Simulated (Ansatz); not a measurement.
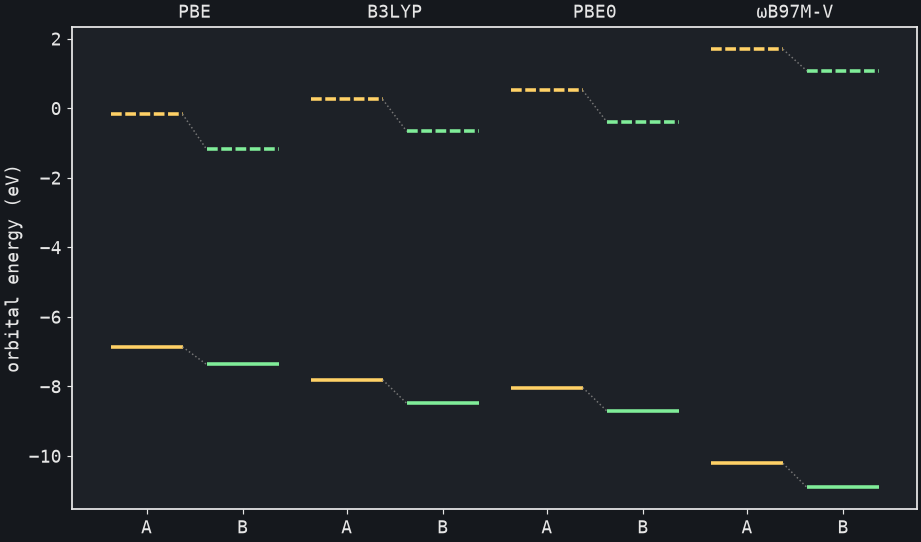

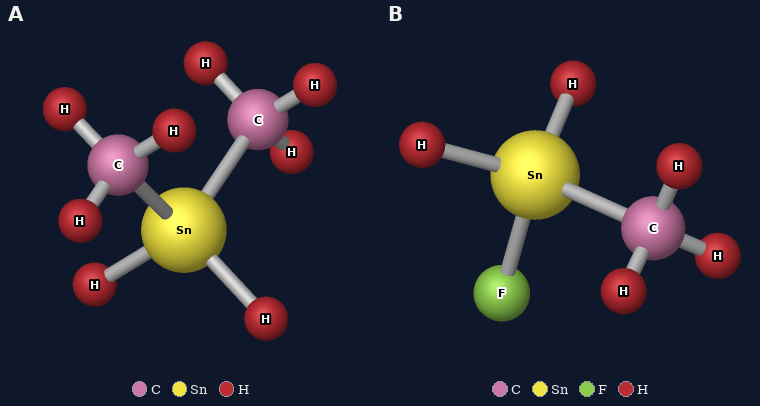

One change: A, C₂H₈Sn (SMILES [CH3][SnH2][CH3]), becomes B, CH₅FSn (SMILES [CH3][SnH2][F]). CH₃ on Sn is replaced by F. HOMO (solid) and LUMO (dashed) computed in def2-TZVPP at PBE0-D4/def2-TZVP geometries, both minima by their frequencies, gas phase, the Ansatz code. Empty levels above zero depend strongly on the basis.

### What does the change do to HOMO and LUMO?

PBE: the HOMO falls by 0.51 eV, the LUMO falls by 1.01 eV, and the separation goes from 6.69 to 6.19 eV. B3LYP: the HOMO falls by 0.68 eV, the LUMO falls by 0.92 eV, and the separation goes from 8.07 to 7.82 eV. PBE0: the HOMO falls by 0.67 eV, the LUMO falls by 0.91 eV, and the separation goes from 8.55 to 8.31 eV. ωB97M-V: the HOMO falls by 0.69 eV, the LUMO falls by 0.63 eV, and the separation goes from 11.91 to 11.98 eV.

### Do the functionals agree on the effect?

They agree on the direction for both levels; the HOMO shift lies between −0.69 and −0.51 eV and the LUMO shift between −1.01 and −0.63 eV, while the separations themselves differ by up to 5.8 eV between functionals.

Note: core potentials past krypton; spin-orbit coupling is left out, and with Sn it can shift these values.
